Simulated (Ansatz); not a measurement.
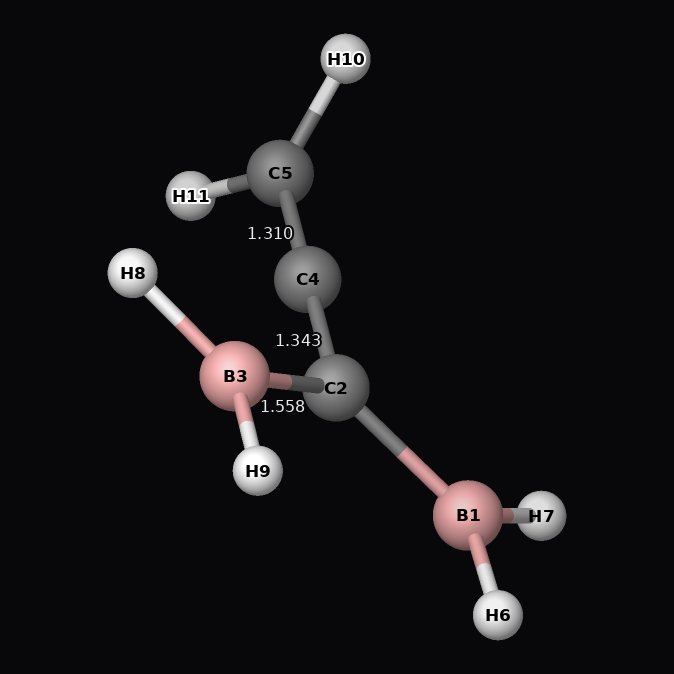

The numbers beside the sticks are distances in Å. Sticks don't show bond order. The computed structure is the end point of a PBE-D4/def2-SVP optimisation. No frequency run is at hand to confirm it as a minimum.

Q: Which of the marked bonds are single, double, triple or aromatic?

A: C2–B3 single; C2–C4 double; C4–C5 double.

Q: Give the structure as SMILES.

A: BC(B)=C=C
